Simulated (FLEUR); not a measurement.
# Anisotropy of FePt (volume factor 1.04 on the database's cell) with FLEUR

Wanted: anisotropy for FePt (volume factor 1.04 on the database's cell), with the cost of each step.

Calculated with FLEUR MaX-R8.1; PBE; all-electron FLAPW, Dirac cores, scalar-relativistic bands.

### Step 1. The structure

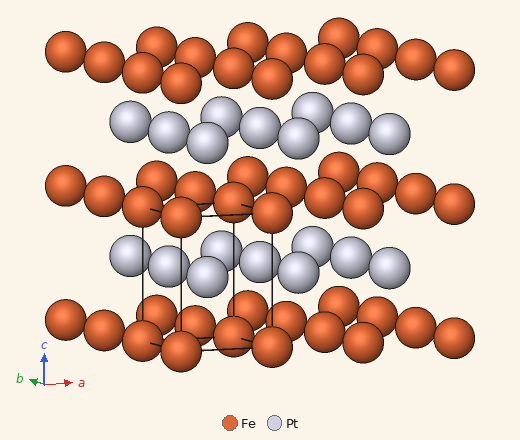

The starting structure, seen slightly off an axis (iron orange, platinum light grey). 3×3×2 cells are drawn. Some periodic images of atoms are drawn too.

Structure file:

```cif
data_structure
_symmetry_space_group_name_H-M 'P4/mmm'
_symmetry_Int_Tables_number 123
_cell_length_a 2.7593
_cell_length_b 2.7593
_cell_length_c 3.7690
_cell_angle_alpha 90.000
_cell_angle_beta 90.000
_cell_angle_gamma 90.000
_cell_volume 28.70
loop_
_atom_site_label
_atom_site_type_symbol
_atom_site_symmetry_multiplicity
_atom_site_Wyckoff_symbol
_atom_site_fract_x
_atom_site_fract_y
_atom_site_fract_z
_atom_site_occupancy
Fe1 Fe 1 a 0.00000 0.00000 0.00000 1
Pt1 Pt 1 d 0.50000 0.50000 0.50000 1
```

The cell is strained on purpose: volume factor 1.04 on the database's cell.

### Step 2. Reference state

The force theorems are single passes in this state's potential, so it has to be converged first.

No symmetry is used, so that later steps may turn the spins freely; k and −k are joined. inpgen writes inp.xml from crystal.txt; cutoffs, mixing, functional, smearing and local orbitals are then set in the file. The k list scf (kpts.xml, not shown) is a Γ-centred 10×10×10 mesh; where the ranks do not divide the number of points, some are split in two of half the weight.

Contents of inp.xml:

```
<?xml version="1.0" encoding="UTF-8" standalone="no"?>
<fleurInput fleurInputVersion="0.39">
   <comment>
      FePt
   </comment>
   <calculationSetup>
      <cutoffs Kmax="3.6" Gmax="10.8" GmaxXC="10.8" numbands="0"/>
      <scfLoop itmax="110" minDistance="0.00002" maxIterBroyd="15" imix="Anderson" alpha="0.05" precondParam="0.0" spinf="2.0" sdNocoIR="T"/>
      <coreElectrons ctail="F" frcor="F" kcrel="0" coretail_lmax="0"/>
      <xcFunctional name="pbe" relativisticCorrections="F"/>
      <magnetism jspins="2" l_noco="F" l_ss="F">
         <qss>0.0 0.0 0.0</qss>
         <mtNocoParams l_mperp="F" l_mtNocoPot="F" l_relaxSQA="F" mag_mixing_scheme="0" mix_RelaxWeightOffD="1.0" l_constrained="F" mix_constr="1.0"/>
         <sourceFreeMag l_sourceFree="F" l_scaleMag="F" mag_scale="1.0"/>
      </magnetism>
      <soc l_soc="F" theta="0.0" phi="0.0" spav="F"/>
      <expertModes spex="0" secvar="F"/>
      <geometryOptimization l_f="F" forcealpha="1.0" forcemix="BFGS" epsdisp="0.00001" epsforce="0.00001"/>
      <ldaU l_linMix="F" mixParam="0.05" spinf="1.0"/>
   </calculationSetup>
   <cell>
      <bzIntegration valenceElectrons="32.0" mode="hist" fermiSmearingEnergy="0.00183747">
         <kPointListSelection listName="scf"/>
         <xi:include xmlns:xi="http://www.w3.org/2001/XInclude" href="kpts.xml"> </xi:include>
      </bzIntegration>
      <xi:include xmlns:xi="http://www.w3.org/2001/XInclude" href="sym.xml"> </xi:include>
      <bulkLattice scale="1.0">
         <bravaisMatrix>
            <row-1>    5.2143962043523588     0.0000000000000000     0.0000000000000000</row-1>
            <row-2>    0.0000000000000000     5.2143962043523588     0.0000000000000000</row-2>
            <row-3>    0.0000000000000000     0.0000000000000000     7.1222889086950207</row-3>
         </bravaisMatrix>
      </bulkLattice>
   </cell>
   <atomSpecies>
      <species name="Iron (Fe) 2.800" element="Fe" atomicNumber="26">
         <mtSphere radius="2.5" gridPoints="827" logIncrement="0.015"/>
         <atomicCutoffs lmax="10" lnonsphr="8"/>
         <electronConfig flipSpins="F">
            <coreConfig>(1s1/2) (2s1/2) (2p1/2) (2p3/2)</coreConfig>
            <valenceConfig>(3s1/2) (3p1/2) (3p3/2) (4s1/2) (3d3/2) (3d5/2)</valenceConfig>
            <stateOccupation state="(3d3/2)" spinUp="1.4" spinDown="1.0"/>
            <stateOccupation state="(3d5/2)" spinUp="3.0" spinDown="0.6"/>
         </electronConfig>
         <energyParameters s="4" p="4" d="3" f="4"/>
         <lo type="SCLO" l="0" n="3" eDeriv="0"/>
         <lo type="SCLO" l="1" n="3" eDeriv="0"/>
      </species>
      <species name="Platinum (Pt)" element="Pt" atomicNumber="78">
         <mtSphere radius="2.5" gridPoints="827" logIncrement="0.016"/>
         <atomicCutoffs lmax="10" lnonsphr="8"/>
         <electronConfig flipSpins="F">
            <coreConfig>(1s1/2) (2s1/2) (2p1/2) (2p3/2) (3s1/2) (3p1/2) (3p3/2) (4s1/2) (3d3/2) (3d5/2) (4p1/2) (4p3/2) (5s1/2) (4d3/2) (4d5/2) (4f5/2) (4f7/2)</coreConfig>
            <valenceConfig>(5p1/2) (5p3/2) (6s1/2) (5d3/2) (5d5/2)</valenceConfig>
            <stateOccupation state="(6s1/2)" spinUp="0.500000" spinDown="0.500000"/>
            <stateOccupation state="(5d3/2)" spinUp="1.800000" spinDown="1.800000"/>
            <stateOccupation state="(5d5/2)" spinUp="2.700000" spinDown="2.700000"/>
         </electronConfig>
         <energyParameters s="6" p="6" d="5" f="5"/>
         <lo type="SCLO" l="1" n="5" eDeriv="0"/>
      </species>
   </atomSpecies>
   <atomGroups>
      <atomGroup species="Iron (Fe) 2.800">
         <relPos label="                   1">.0000000000 .0000000000 .0000000000</relPos>
         <force calculate="T" relaxXYZ="TTT"/>
         <nocoParams  alpha="0.0" beta="0.0"/>
      </atomGroup>
      <atomGroup species="Platinum (Pt)">
         <relPos label="                   2">1.000/2.000 1.000/2.000 1.000/2.000</relPos>
         <force calculate="T" relaxXYZ="TTT"/>
         <nocoParams  alpha="0.0" beta="0.0"/>
      </atomGroup>
   </atomGroups>
   <output dos="F" band="F" slice="F">
      <bandDOS minEnergy="-.5*Htr" maxEnergy="0.5*Htr" sigma="0.015" storeEVData="T"/>
      <plotting iplot="0" polar="F">
         <plot TwoD="T" vec1="  1.0  0.0  0.0" vec2="  0.0  1.0  0.0" vec3="  0.0  0.0  1.0" zero="  0.0  0.0  0.0" file="plot"/>
      </plotting>
      <moessbauerParams electricFieldGradient="F" isomerShift="F" coreHyperfine="F" valenceHyperfine="F"/>
   </output>
</fleurInput>
```

Contents of crystal.txt:

```
FePt
&input film=F cartesian=F /
2.75933964000  0.00000000000  0.00000000000
0.00000000000  2.75933964000  0.00000000000
0.00000000000  0.00000000000  3.76895298000
1.8897261246
1.0 1.0 1.0

2
26 0.00000000000  0.00000000000  0.00000000000 : 2.800
78 0.50000000000  0.50000000000  0.50000000000

&kpt div1=10 div2=10 div3=10 gamma=T /
```

On the command line:

```sh
$ OMP_NUM_THREADS=1 inpgen -f crystal.txt -nosym -noco > inpgen.log  # inp.xml is then edited as shown
$ OMP_NUM_THREADS=1 mpirun -n 4 fleur_MPI > fleur.log
```

The program printed:

```text
Welcome to FLEUR        (www.flapw.de)
      MaX-Release 8.1          (www.max-centre.eu)

 ========== k-point set info ==========
 Selected k-point list: scf
 k-point list type: mesh
 0 x 0 x 0
 Number of k points: 504

 ------------Calculation Setup---------------------------
 Number of MPI-tasks      :            4
 Number of PE/node        :            4
 Number of OMP-threads    :            1
 k-points in parallel     :            4
 pe's per k-point         :            1
 No of k-point loops      :          126
 Eigenvalue solver        :       lapack
 Number of basis functions:          172
 Approximate size of matrices (H+S) per k-point:         0.001 GB
 --------------------------------------------------------
 Complex matrix made real
 Complex matrix made real
 Iteration:     1   Distance:      39.20040959 me/bohr^3
 Iteration:     2   Distance:      15.00331542 me/bohr^3
 Iteration:     3   Distance:      12.52807537 me/bohr^3
 Iteration:     4   Distance:       9.77114158 me/bohr^3
 Iteration:     5   Distance:       9.05002225 me/bohr^3
 Iteration:     6   Distance:      10.26443679 me/bohr^3
 Iteration:     7   Distance:       3.33547746 me/bohr^3
 Iteration:     8   Distance:       2.51449377 me/bohr^3
 Iteration:     9   Distance:       0.83292389 me/bohr^3
 Iteration:    10   Distance:       0.38432109 me/bohr^3
 Iteration:    11   Distance:       0.14932228 me/bohr^3
 Iteration:    12   Distance:       0.15026356 me/bohr^3
 Iteration:    13   Distance:       0.02183522 me/bohr^3
 Iteration:    14   Distance:       0.03821809 me/bohr^3
 Iteration:    15   Distance:       0.01095282 me/bohr^3
 Iteration:    16   Distance:       0.00978797 me/bohr^3
 Iteration:    17   Distance:       0.00800714 me/bohr^3
 Iteration:    18   Distance:       0.00184890 me/bohr^3
 Iteration:    19   Distance:       0.00069422 me/bohr^3
 Iteration:    20   Distance:       0.00056037 me/bohr^3
 Iteration:    21   Distance:       0.00033841 me/bohr^3
 Iteration:    22   Distance:       0.00012025 me/bohr^3
 Iteration:    23   Distance:       0.00002756 me/bohr^3
 Iteration:    24   Distance:       0.00002109 me/bohr^3
 Iteration:    25   Distance:       0.00000889 me/bohr^3

 ********************************************************************
 Run finished successfully
 Stop message:
   all done
 ********************************************************************

--- out.xml (last complete iteration) ---
<iteration numberForCurrentRun="   25" overallNumber="   25">
         [... left out ...]
         <bandgap value="0.0005690177" units="eV"/>
         <sumValenceSingleParticleEnergies value="-19.2982763973" units="Htr"/>
         <FermiEnergy value="0.3923607774" units="Htr"/>
         <valenceDensity>
            <mtCharges spin="1">
               <mtCharge atomType="1" total="9.1191328" s="1.2255134" p="3.2334329" d="4.6268315" f="0.0245374"/>
               <mtCharge atomType="2" total="7.4807583" s="0.2598028" p="3.1711926" d="4.0195464" f="0.0232183"/>
            </mtCharges>
            <mtCharges spin="2">
               <mtCharge atomType="1" total="6.0669832" s="1.2165480" p="3.2415911" d="1.5774584" f="0.0231911"/>
               <mtCharge atomType="2" total="7.0820639" s="0.2779463" p="3.2120265" d="3.5671779" f="0.0194614"/>
            </mtCharges>
            <spinDependentCharge spin="1" total="17.6905550" interstitial="1.0906640" mtSpheres="16.5998911"/>
            <spinDependentCharge spin="2" total="14.3094450" interstitial="1.1603978" mtSpheres="13.1490472"/>
            <totalCharge value="32.0000000000"/>
         </valenceDensity>
         [... left out ...]
         <allElectronCharges>
            <spinDependentCharge spin="1" total="53.6905551" interstitial="1.0912104" mtSpheres="52.5993446"/>
            <spinDependentCharge spin="2" total="50.3094450" interstitial="1.1609474" mtSpheres="49.1484975"/>
            <totalCharge value="104.0000000087"/>
         </allElectronCharges>
         <magneticMomentsInMTSpheres units="muBohr">
            <globalMagMoment atomType="1" vec="0.00000   0.00000   3.05215"/>
            <localMagMoment atomType="1" vec="0.00000   0.00000   3.05215"/>
            <globalMagMoment atomType="2" vec="0.00000   0.00000   0.39870"/>
            <localMagMoment atomType="2" vec="0.00000   0.00000   0.39870"/>
         </magneticMomentsInMTSpheres>
         <moessbauerParams unitsHFF="kG" unitsIS="e/bohr^3" unitsEFG="Htr/bohr^2">
         </moessbauerParams>
         <totalEnergy value="   -19719.5495895384" units="Htr">
            <sumOfEigenvalues value="   -12064.7010184249">
               <coreElectrons value="-12045.4027420276"/>
               <valenceElectrons value="-19.2982763973"/>
            </sumOfEigenvalues>
            <densityCoulombPotentialIntegral value="-33925.3133842290"/>
            <densityEffectivePotentialIntegral value="-34465.5533256174"/>
            <chargeDenXCDenIntegral value="-413.2679457429"/>
            <FockExchangeEnergyValence value="0.0000000000"/>
            <FockExchangeEnergyCore value="0.0000000000"/>
            <atomTypeDependentContributions atomType="1">
               <electronNucleiInteractionDifferentMTs value="1521.3643872568"/>
               <MadelungTerm value="-9.4826519041"/>
            </atomTypeDependentContributions>
            <atomTypeDependentContributions atomType="2">
               <electronNucleiInteractionDifferentMTs value="23176.4604214904"/>
               <MadelungTerm value="-37.1697982222"/>
            </atomTypeDependentContributions>
            <tkbTimesEntropy value="0.0003272830"/>
            <freeEnergy value="-19719.5499168214"/>
            <extrapolationTo0K value="-19719.5497531799"/>
         </totalEnergy>
         <densityConvergence units="me/bohr^3">
            <chargeDensity spin="1" distance="0.0000028477"/>
            <chargeDensity spin="2" distance="0.0000068870"/>
            <overallChargeDensity distance="0.0000056558"/>
            <spinDensity distance="0.0000088934"/>
         </densityConvergence>
      </iteration>
```

It took 4.6 min on 4 MPI ranks of Arm Neoverse V1, shared host; peak memory 0.62 GiB.

Spin moment in the muffin-tin sphere by atom:

```csv
atom,spin moment in the muffin-tin sphere (μB)
Fe1,3.05
Pt2,0.40
```

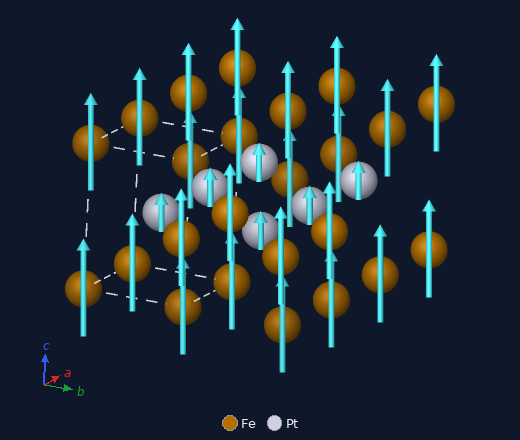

Spin moment in the muffin-tin sphere as arrows, the longest 3.05 μB. Up and down stand for the sign. Arrows give size and sign along the axis of quantisation, drawn up and down the page. Each arrow also spans its atom, so small moments look longer than they are. 3×2×1 cells are drawn. Some periodic images of atoms are drawn too.

This step gave:

```
free energy                                                       : -536596.2894 eV
program's band gap on this mesh (in a metal only a level spacing) : 5.69e-4 eV
magnetization                                                     : 3.381 μB
final state                                                       : ferromagnetic
```

After 25 cycles the largest moment stands at 3.05 μB.

### Step 3. Anisotropy by the force theorem, rung 1

Anisotropy is a small difference, so it is taken from sums over occupied states at a frozen potential, where most errors cancel.

One pass with spin–orbit coupling for each direction, from the saved density. Inversion lets half of the mesh serve, which the program's warning doesn't know. The k list mae (kpts.xml, not shown) is a Γ-centred 14×14×10 mesh.

inp.xml, as its differences from that of step 2:

```diff
@@ -6,4 +6,4 @@
    <calculationSetup>
-      <cutoffs Kmax="3.6" Gmax="10.8" GmaxXC="10.8" numbands="0"/>
-      <scfLoop itmax="110" minDistance="0.00002" maxIterBroyd="15" imix="Anderson" alpha="0.05" precondParam="0.0" spinf="2.0" sdNocoIR="T"/>
+      <cutoffs Kmax="3.6" Gmax="10.8" GmaxXC="10.8" numbands="72"/>
+      <scfLoop itmax="1" minDistance="0.00002" maxIterBroyd="15" imix="Anderson" alpha="0.05" precondParam="0.0" spinf="2.0" sdNocoIR="T"/>
       <coreElectrons ctail="F" frcor="F" kcrel="0" coretail_lmax="0"/>
@@ -15,3 +15,3 @@
       </magnetism>
-      <soc l_soc="F" theta="0.0" phi="0.0" spav="F"/>
+      <soc l_soc="T" theta="0.0" phi="0.0" spav="F"/>
       <expertModes spex="0" secvar="F"/>
@@ -22,3 +22,3 @@
       <bzIntegration valenceElectrons="32.0" mode="hist" fermiSmearingEnergy="0.00183747">
-         <kPointListSelection listName="scf"/>
+         <kPointListSelection listName="mae"/>
          <xi:include xmlns:xi="http://www.w3.org/2001/XInclude" href="kpts.xml"> </xi:include>
@@ -81,2 +81,5 @@
    </output>
+   <forceTheorem>
+      <MAE theta="0.0 1.5707963 1.5707963 0.7853982" phi="0.0 0.0 0.7853982 0.0"/>
+   </forceTheorem>
 </fleurInput>
```

On the command line:

```sh
$ OMP_NUM_THREADS=1 mpirun -n 4 fleur_MPI -warn_only > fleur.log
```

The program printed:

```text
[banner, memory and clock lines left out]
Welcome to FLEUR        (www.flapw.de)
      MaX-Release 8.1          (www.max-centre.eu)
************FLEUR-Warning*****************
Error message: k-point set is not compatible to missing time-reversal symmetry in calculation.
Error occurred in subroutine: gen_bz
Error from PE:0/4
Other PEs with error messages:
     1-k-point set is not compatible to missing time-reversal symmetry in calculation.
*****************************************

 ========== k-point set info ==========
 Selected k-point list: mae
 k-point list type: mesh
 0 x 0 x 0
 Number of k points: 984

 [... set-up left out ...]
 ********************************************************************
 Run finished successfully
 Stop message:
   Forcetheorem MAE
 ********************************************************************

--- out.xml (force theorem) ---
<Forcetheorem_MAE Angles="4" units="Htr">
            <Angle theta="0.0000000" phi="0.0000000" ev-sum="-19.342667455"/>
            <Angle theta="1.5707963" phi="0.0000000" ev-sum="-19.342586842"/>
            <Angle theta="1.5707963" phi="0.7853982" ev-sum="-19.342587980"/>
            <Angle theta="0.7853982" phi="0.0000000" ev-sum="-19.342627995"/>
         </Forcetheorem_MAE>
```

The job ended after 1.7 min (4 MPI ranks; peak memory 1.1 GiB).

Anisotropy energies, by row:

```csv
axis,x,y,z,band energy less the first axis' (meV a cell)
[001],0,0,1,0
[100],1,0,0,2.194
[110],0.7071,0.7071,0,2.163
45 degrees from [001] toward [100],0.7071,0,0.7071,1.074
```

Indices are those of the standard conventional cell; x, y, z give the same directions in the axes of the input.

### Step 4. Energy against the direction of the moments, rung 2

A second rung shows how far the first can be trusted.

The k list mae (kpts.xml, not shown) is a Γ-centred 20×20×15 mesh.

inp.xml is that of step 3.

The program printed:

```text
[banner, memory and clock lines left out]
Welcome to FLEUR        (www.flapw.de)
      MaX-Release 8.1          (www.max-centre.eu)
************FLEUR-Warning*****************
Error message: k-point set is not compatible to missing time-reversal symmetry in calculation.
Error occurred in subroutine: gen_bz
Error from PE:0/4
Other PEs with error messages:
     2-k-point set is not compatible to missing time-reversal symmetry in calculation.
*****************************************

 ========== k-point set info ==========
 Selected k-point list: mae
 k-point list type: mesh
 0 x 0 x 0
 Number of k points: 3004

 [... set-up left out ...]
 ********************************************************************
 Run finished successfully
 Stop message:
   Forcetheorem MAE
 ********************************************************************

--- out.xml (force theorem) ---
<Forcetheorem_MAE Angles="4" units="Htr">
            <Angle theta="0.0000000" phi="0.0000000" ev-sum="-19.342692691"/>
            <Angle theta="1.5707963" phi="0.0000000" ev-sum="-19.342613162"/>
            <Angle theta="1.5707963" phi="0.7853982" ev-sum="-19.342613983"/>
            <Angle theta="0.7853982" phi="0.0000000" ev-sum="-19.342653573"/>
         </Forcetheorem_MAE>
```

The job ended after 5.2 min (4 MPI ranks; peak memory 2.7 GiB; 21 min of CPU time).

Anisotropy energies, by row:

```csv
axis,x,y,z,band energy less the first axis' (meV a cell)
[001],0,0,1,0
[100],1,0,0,2.164
[110],0.7071,0.7071,0,2.142
45 degrees from [001] toward [100],0.7071,0,0.7071,1.064
```

(Continued in part 2 of 2.)

[Logs and program files are shortened in this print: banners, set-up blocks, solver, clock and traceback lines can be left out without a mark of their own.]

[Logs are printed without paths, hosts, clocks, repeated set-up lines and the standing remarks that a program may print on its own settings, such as how far it seeks lower states.]

[Hosts, paths, dates, database ids (printed as entryN), source tags and the programs' standing remarks are cut or masked in the printed files.]

[Where a cell is said to come from a database of computed structures, the database is the Materials Project.]
